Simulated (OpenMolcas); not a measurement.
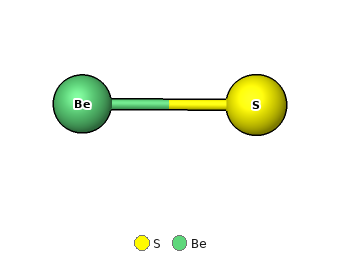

The molecule at the reference distance of 1.841 Å.

## Run report: SBe⁺, relativistic diatomic calculation (part 1 of 2)

System: SBe⁺.
Method: SA-CASSCF(5,7)/XMS-CASPT2 + RASSI spin-orbit (X2C scalar, AMFI), ANO-RCC-VTZP (OpenMolcas).

### Key numbers

- outcome: converged; components of a degenerate state are split by 16 cm⁻¹
- lowest spin-free state: ²Π
- lowest spin-orbit level: Ω = 3/2, −413.11633 hartree
- next level: Ω = 1/2, 298 cm⁻¹
- hardware: 1 thread of Intel Xeon (Granite Rapids), 64 GiB of memory available, shared host
- wall time: 20 s
- peak memory: 0.18 GiB

### Notes

Caveats: the two components of ²Δ at 3.43 eV, degenerate in CASSCF as they must be, are split by 16 cm⁻¹ in XMS-CASPT2, an artefact that passes into its spin-orbit levels; 4 of the 50 spin-orbit states have no clean Ω, so their splittings aren't to be trusted.

### The input
```
&GATEWAY
Coord
2
angstrom
S 0.0 0.0 0.0
Be 0.0 0.0 1.8410
Basis=ANO-RCC-VTZP
Group=XY
RX2C
AMFI
ANGMom
0.0 0.0 0.0
RICD
&SEWARD
&GUESSORB
&RASSCF
FileOrb=$CurrDir/o22.orb
Symmetry=2
Spin=2
nActEl=5 0 0
Inactive=5 2
RAS2=3 4
CIRoot=8 8 1
Linear
Iterations=120 100
OrbListing=Nothing
PRWF=0.15
>>COPY $Project.RasOrb $CurrDir/o22.orb
>>COPY $Project.rasscf.h5 $CurrDir/r22.h5
&CASPT2
XMultistate=all
Imaginary=0.2
IPEA=0.25
MaxIter=40
>>COPY $Project.JobMix JOB001
&RASSCF
CIOnly
FileOrb=$CurrDir/ref.orb
Symmetry=1
Spin=2
nActEl=5 0 0
Inactive=5 2
RAS2=3 4
CIRoot=5 5 1
Linear
Iterations=120 100
OrbListing=Nothing
PRWF=0.15
>>COPY $Project.RasOrb $CurrDir/o21.orb
>>COPY $Project.rasscf.h5 $CurrDir/r21.h5
&CASPT2
XMultistate=all
Imaginary=0.2
IPEA=0.25
MaxIter=40
>>COPY $Project.JobMix JOB002
&RASSCF
FileOrb=$CurrDir/o41.orb
Symmetry=1
Spin=4
nActEl=5 0 0
Inactive=5 2
RAS2=3 4
CIRoot=2 2 1
Linear
Iterations=120 100
OrbListing=Nothing
PRWF=0.15
>>COPY $Project.RasOrb $CurrDir/o41.orb
>>COPY $Project.rasscf.h5 $CurrDir/r41.h5
&CASPT2
XMultistate=all
Imaginary=0.2
IPEA=0.25
MaxIter=40
>>COPY $Project.JobMix JOB003
&RASSCF
FileOrb=$CurrDir/o42.orb
Symmetry=2
Spin=4
nActEl=5 0 0
Inactive=5 2
RAS2=3 4
CIRoot=4 4 1
Linear
Iterations=120 100
OrbListing=Nothing
PRWF=0.15
>>COPY $Project.RasOrb $CurrDir/o42.orb
>>COPY $Project.rasscf.h5 $CurrDir/r42.h5
&CASPT2
XMultistate=all
Imaginary=0.2
IPEA=0.25
MaxIter=40
>>COPY $Project.JobMix JOB004
&RASSI
Nr of JobIphs=4 8 5 2 4
1 2 3 4 5 6 7 8
1 2 3 4 5
1 2
1 2 3 4
SpinOrbit
EJob
Omega
MEES
MESO
Properties=4
'AngMom' 3 'Mltpl  1' 1 'Mltpl  1' 2 'Mltpl  1' 3
Thrs=1.0d-4
>>COPY $Project.rassi.h5 $CurrDir/so.h5
```

The first orbital files come from an earlier step.

Launched with:
```bash
pymolcas m.inp (one call a module block, same work directory)
```

### The program's output (extracts)
```
++    Wave function specifications:
      Number of closed shell electrons          14
      Number of electrons in active shells       5
      Number of inactive orbitals                7
      Number of active orbitals                  7
      Number of secondary orbitals              50
      Spin quantum number                      0.5
      State symmetry                             2
++    Orbital specifications:
      Symmetry species                           1   2
                                                 a   b
      Frozen orbitals                            0   0
      Inactive orbitals                          5   2
      Active orbitals                            3   4
      RAS2 orbitals                              3   4
      Secondary orbitals                        26  24
      Number of basis functions                 34  30
      printout of CI-coefficients larger than  0.15 for root  1
      energy=    -412.972175
      conf/sym  111 2222     Coeff  Weight
            34  020 2u00  -0.93344 0.87131
            40  0ud 2u00  -0.20684 0.04278
            88  020 uu0d  -0.20610 0.04248
      printout of CI-coefficients larger than  0.15 for root  2
      energy=    -412.972175
      conf/sym  111 2222     Coeff  Weight
            82  020 u200   0.93344 0.87131
            84  020 uud0  -0.20610 0.04248
           100  0ud u200   0.20684 0.04278
      printout of CI-coefficients larger than  0.15 for root  3
      energy=    -412.820333
      conf/sym  111 2222     Coeff  Weight
            40  0ud 2u00   0.72391 0.52405
            61  0uu 2d00   0.61631 0.37984
      printout of CI-coefficients larger than  0.15 for root  4
      energy=    -412.820333
      conf/sym  111 2222     Coeff  Weight
           100  0ud u200   0.72391 0.52405
           136  0uu d200   0.61631 0.37984
      printout of CI-coefficients larger than  0.15 for root  5
      energy=    -412.787053
      conf/sym  111 2222     Coeff  Weight
            83  020 udu0  -0.28743 0.08261
            84  020 uud0   0.63864 0.40787
           100  0ud u200   0.41439 0.17172
           136  0uu d200  -0.46715 0.21823
           163  020 020u  -0.28962 0.08388
      printout of CI-coefficients larger than  0.15 for root  6
      energy=    -412.787053
      conf/sym  111 2222     Coeff  Weight
            35  020 20u0  -0.28963 0.08388
            40  0ud 2u00   0.41439 0.17172
            61  0uu 2d00  -0.46715 0.21823
            86  020 ud0u  -0.28743 0.08261
            88  020 uu0d  -0.63864 0.40786
      printout of CI-coefficients larger than  0.15 for root  7
      energy=    -412.763494
      conf/sym  111 2222     Coeff  Weight
            83  020 udu0  -0.33500 0.11222
            84  020 uud0   0.38903 0.15134
           100  0ud u200  -0.42782 0.18303
           136  0uu d200   0.61593 0.37937
           163  020 020u  -0.34346 0.11796
      printout of CI-coefficients larger than  0.15 for root  8
      energy=    -412.763494
      conf/sym  111 2222     Coeff  Weight
            35  020 20u0   0.34346 0.11797
            40  0ud 2u00   0.42782 0.18303
            61  0uu 2d00  -0.61593 0.37937
            86  020 ud0u   0.33500 0.11222
            88  020 uu0d   0.38903 0.15134
      Natural orbitals and occupation numbers for root  1
      sym 1:   0.003863   1.955852   0.034870
      sym 2:   1.959441   0.989348   0.014904   0.041723
      Natural orbitals and occupation numbers for root  2
      sym 1:   0.003863   1.955852   0.034870
      sym 2:   0.989348   1.959441   0.041723   0.014904
      Natural orbitals and occupation numbers for root  3
      sym 1:   0.007707   1.197607   0.792358
      sym 2:   1.959863   0.973701   0.029817   0.038947
      Natural orbitals and occupation numbers for root  4
      sym 1:   0.007707   1.197607   0.792358
      sym 2:   0.973701   1.959863   0.038947   0.029816
      Natural orbitals and occupation numbers for root  5
      sym 1:   0.012107   1.584830   0.400831
      sym 2:   0.925857   1.465488   0.506416   0.104470
      Natural orbitals and occupation numbers for root  6
      sym 1:   0.012107   1.584830   0.400832
      sym 2:   1.465489   0.925857   0.104471   0.506414
      Natural orbitals and occupation numbers for root  7
      sym 1:   0.011229   1.407955   0.573444
      sym 2:   0.895658   1.689141   0.276068   0.146506
      Natural orbitals and occupation numbers for root  8
      sym 1:   0.011229   1.407956   0.573443
      sym 2:   1.689141   0.895657   0.146508   0.276066
      RASSCF energy for state  8                   -412.76349427
::    RASSCF root number  1 Total energy:   -412.97217460
::    RASSCF root number  2 Total energy:   -412.97217459
::    RASSCF root number  3 Total energy:   -412.82033259
::    RASSCF root number  4 Total energy:   -412.82033259
::    RASSCF root number  5 Total energy:   -412.78705303
::    RASSCF root number  6 Total energy:   -412.78705301
::    RASSCF root number  7 Total energy:   -412.76349427
::    RASSCF root number  8 Total energy:   -412.76349427
      Von Neumann Entropy (Root   1) =  0.85117
++    Wave function specifications:
      Number of closed shell electrons           2
      Number of electrons in active shells       5
      Number of inactive orbitals                1
      Number of active orbitals                  7
      Number of secondary orbitals              50
      Spin quantum number                      0.5
      State symmetry                             2
      Number of CSFs                           248
      Number of CASSCF root(s) available         8
      CASPT2 state passed to geometry opt.       8
      A file JOBMIX will be created
      This is a MULTI-STATE CASSCF reference
      Number of CI roots used                    8
      These are:                                 1   2   3   4   5   6   7   8
      Off-diagonal elements of Heff are computed
  FINAL CASPT2 RESULT:
      Reference energy:        -412.9721745975
      E2 (Non-variational):      -0.1436610563
      Shift correction:          -0.0015875484
      E2 (Variational):          -0.1452486047
      Total energy:            -413.1174232022
      Reference weight:           0.93672
  FINAL CASPT2 RESULT:
      Reference energy:        -412.9721745923
      E2 (Non-variational):      -0.1436610699
      Shift correction:          -0.0015875487
      E2 (Variational):          -0.1452486187
      Total energy:            -413.1174232110
      Reference weight:           0.93672
  FINAL CASPT2 RESULT:
      Reference energy:        -412.8203325940
      E2 (Non-variational):      -0.1348181862
      Shift correction:          -0.0016799473
      E2 (Variational):          -0.1364981336
      Total energy:            -412.9568307275
      Reference weight:           0.93811
  FINAL CASPT2 RESULT:
      Reference energy:        -412.8203325917
      E2 (Non-variational):      -0.1348181908
      Shift correction:          -0.0016799474
      E2 (Variational):          -0.1364981382
      Total energy:            -412.9568307298
      Reference weight:           0.93811
  FINAL CASPT2 RESULT:
      Reference energy:        -412.7870530270
      E2 (Non-variational):      -0.1377148559
      Shift correction:          -0.0024662953
      E2 (Variational):          -0.1401811512
      Total energy:            -412.9272341782
      Reference weight:           0.93336
  FINAL CASPT2 RESULT:
      Reference energy:        -412.7870530079
      E2 (Non-variational):      -0.1377148624
      Shift correction:          -0.0024662968
      E2 (Variational):          -0.1401811592
      Total energy:            -412.9272341671
      Reference weight:           0.93336
  FINAL CASPT2 RESULT:
      Reference energy:        -412.7634942733
      E2 (Non-variational):      -0.1412403525
      Shift correction:          -0.0016985071
      E2 (Variational):          -0.1429388596
      Total energy:            -412.9064331329
      Reference weight:           0.93459
  FINAL CASPT2 RESULT:
      Reference energy:        -412.7634942670
      E2 (Non-variational):      -0.1412403406
      Shift correction:          -0.0016985066
      E2 (Variational):          -0.1429388473
      Total energy:            -412.9064331143
      Reference weight:           0.93459
       Total XMS-CASPT2 energies:
::    XMS-CASPT2 Root  1     Total energy:   -413.11563877
::    XMS-CASPT2 Root  2     Total energy:   -413.11563877
::    XMS-CASPT2 Root  3     Total energy:   -412.95668007
::    XMS-CASPT2 Root  4     Total energy:   -412.95668007
::    XMS-CASPT2 Root  5     Total energy:   -412.92939729
::    XMS-CASPT2 Root  6     Total energy:   -412.92939727
::    XMS-CASPT2 Root  7     Total energy:   -412.90620512
::    XMS-CASPT2 Root  8     Total energy:   -412.90620511
++    Wave function specifications:
      Number of closed shell electrons          14
      Number of electrons in active shells       5
      Number of inactive orbitals                7
      Number of active orbitals                  7
      Number of secondary orbitals              50
      Spin quantum number                      0.5
      State symmetry                             1
      printout of CI-coefficients larger than  0.15 for root  1
      energy=    -412.906851
      conf/sym  111 2222     Coeff  Weight
            24  02u du00  -0.85031 0.72303
            48  02u ud00   0.49093 0.24101
      printout of CI-coefficients larger than  0.15 for root  2
      energy=    -412.883040
      conf/sym  111 2222     Coeff  Weight
           144  0u0 2200  -0.93015 0.86519
           146  0u0 2ud0   0.20224 0.04090
           201  0u0 u20d   0.20224 0.04090
      printout of CI-coefficients larger than  0.15 for root  3
      energy=    -412.859846
      conf/sym  111 2222     Coeff  Weight
             8  02u 2000   0.68610 0.47073
            48  02u ud00  -0.15073 0.02272
            99  02u 0200  -0.68610 0.47073
      printout of CI-coefficients larger than  0.15 for root  4
      energy=    -412.859846
      conf/sym  111 2222     Coeff  Weight
            24  02u du00  -0.48515 0.23537
            48  02u ud00  -0.84030 0.70610
      printout of CI-coefficients larger than  0.15 for root  5
      energy=    -412.818578
      conf/sym  111 2222     Coeff  Weight
             8  02u 2000  -0.67791 0.45956
            99  02u 0200  -0.67791 0.45956
           153  00u 2200  -0.22853 0.05223
      Natural orbitals and occupation numbers for root  1
      sym 1:   0.015356   1.979465   0.997218
      sym 2:   0.998146   0.998146   0.005834   0.005834
      Natural orbitals and occupation numbers for root  2
      sym 1:   0.002643   0.989948   0.015028
      sym 2:   1.955675   1.955675   0.040516   0.040516
      Natural orbitals and occupation numbers for root  3
      sym 1:   0.015896   1.975416   0.994428
      sym 2:   0.998079   0.998078   0.009051   0.009051
      Natural orbitals and occupation numbers for root  4
      sym 1:   0.015896   1.975416   0.994428
      sym 2:   0.998079   0.998079   0.009051   0.009051
      Natural orbitals and occupation numbers for root  5
      sym 1:   0.014990   1.870273   0.988939
      sym 2:   1.052458   1.052459   0.010441   0.010441
      RASSCF energy for state  5                   -412.81857799
::    RASSCF root number  1 Total energy:   -412.90685065
::    RASSCF root number  2 Total energy:   -412.88304041
::    RASSCF root number  3 Total energy:   -412.85984613
::    RASSCF root number  4 Total energy:   -412.85984613
::    RASSCF root number  5 Total energy:   -412.81857799
      Von Neumann Entropy (Root   1) =  1.61924
++    Wave function specifications:
      Number of closed shell electrons           2
      Number of electrons in active shells       5
      Number of inactive orbitals                1
      Number of active orbitals                  7
      Number of secondary orbitals              50
      Spin quantum number                      0.5
      State symmetry                             1
      Number of CSFs                           242
      Number of CASSCF root(s) available         5
      CASPT2 state passed to geometry opt.       5
      A file JOBMIX will be created
      This is a MULTI-STATE CASSCF reference
      Number of CI roots used                    5
      These are:                                 1   2   3   4   5
      Off-diagonal elements of Heff are computed
  FINAL CASPT2 RESULT:
      Reference energy:        -412.9068506528
      E2 (Non-variational):      -0.1218351059
      Shift correction:          -0.0012659976
      E2 (Variational):          -0.1231011034
      Total energy:            -413.0299517562
      Reference weight:           0.94708
  FINAL CASPT2 RESULT:
      Reference energy:        -412.8830404056
      E2 (Non-variational):      -0.1579492215
      Shift correction:          -0.0022758422
      E2 (Variational):          -0.1602250638
      Total energy:            -413.0432654693
      Reference weight:           0.92359
  FINAL CASPT2 RESULT:
      Reference energy:        -412.8598461314
      E2 (Non-variational):      -0.1285030555
      Shift correction:          -0.0013142549
      E2 (Variational):          -0.1298173104
      Total energy:            -412.9896634418
      Reference weight:           0.94423
  FINAL CASPT2 RESULT:
      Reference energy:        -412.8598461314
      E2 (Non-variational):      -0.1285693920
      Shift correction:          -0.0013216298
      E2 (Variational):          -0.1298910218
      Total energy:            -412.9897371532
      Reference weight:           0.94413
  FINAL CASPT2 RESULT:
      Reference energy:        -412.8185779941
      E2 (Non-variational):      -0.1338371511
      Shift correction:          -0.0014137957
      E2 (Variational):          -0.1352509468
      Total energy:            -412.9538289409
      Reference weight:           0.94136
       Total XMS-CASPT2 energies:
::    XMS-CASPT2 Root  1     Total energy:   -413.04316306
::    XMS-CASPT2 Root  2     Total energy:   -413.02995176
::    XMS-CASPT2 Root  3     Total energy:   -412.98973717
::    XMS-CASPT2 Root  4     Total energy:   -412.98966343
::    XMS-CASPT2 Root  5     Total energy:   -412.95393135
++    Wave function specifications:
      Number of closed shell electrons          14
      Number of electrons in active shells       5
      Number of inactive orbitals                7
      Number of active orbitals                  7
      Number of secondary orbitals              50
      Spin quantum number                      1.5
      State symmetry                             1
      printout of CI-coefficients larger than  0.15 for root  1
      energy=    -412.917391
      conf/sym  111 2222     Coeff  Weight
            14  02u uu00  -0.98828 0.97671
      printout of CI-coefficients larger than  0.15 for root  2
      energy=    -412.749080
      conf/sym  111 2222     Coeff  Weight
            56  0u0 2uu0  -0.70248 0.49348
            88  0u0 u20u  -0.70248 0.49348
      Natural orbitals and occupation numbers for root  1
      sym 1:   0.016900   1.973025   0.993316
      sym 2:   0.999126   0.999126   0.009254   0.009254
      Natural orbitals and occupation numbers for root  2
      sym 1:   0.006144   0.995293   0.000385
      sym 2:   1.493179   1.493179   0.505910   0.505910
      RASSCF energy for state  2                   -412.74907961
::    RASSCF root number  1 Total energy:   -412.91739070
::    RASSCF root number  2 Total energy:   -412.74907961
      Von Neumann Entropy (Root   1) =  1.65114
++    Wave function specifications:
      Number of closed shell electrons           2
      Number of electrons in active shells       5
      Number of inactive orbitals                1
      Number of active orbitals                  7
      Number of secondary orbitals              50
      Spin quantum number                      1.5
      State symmetry            SPIN-FREE ENERGIES:
  (Shifted by EMIN (a.u.) =       -413.1156387692)
 SF State       Relative EMIN(au)   Rel lowest level(eV)    D:o, cm**(-1)      Abs_M
     1             0.0000000000        0.0000000000              0.0000         1.0
     2             0.0000000017        0.0000000466              0.0004         1.0
     9             0.0724757080        1.9721644841          15906.5793         0.0
    14             0.0770404117        2.0963763990          16908.4160         0.0
    10             0.0856870131        2.3316624104          18806.1256         0.0
    11             0.1259016032        3.4259571524          27632.2079         2.0
    12             0.1259753404        3.4279636446          27648.3914         2.0
    16             0.1407123361        3.8289777268          30882.7881         1.0
    17             0.1407123450        3.8289779686          30882.7900         1.0
     3             0.1589586993        4.3254865642          34887.4019         1.0
     4             0.1589587016        4.3254866264          34887.4024         1.0
    13             0.1617074201        4.4002830665          35490.6764         0.0
    18             0.1772936790        4.8244067777          38911.4648         1.0
    19             0.1772936799        4.8244068020          38911.4650         1.0
     5             0.1862414762        5.0678887430          40875.2793         1.0
     6             0.1862415010        5.0678894188          40875.2848         1.0
     7             0.2094336495        5.6989799298          45965.3730         1.0
     8             0.2094336616        5.6989802591          45965.3757         1.0
    15             0.2291769170        6.2362216062          50298.5194         0.0
```

(Continued in part 2.)
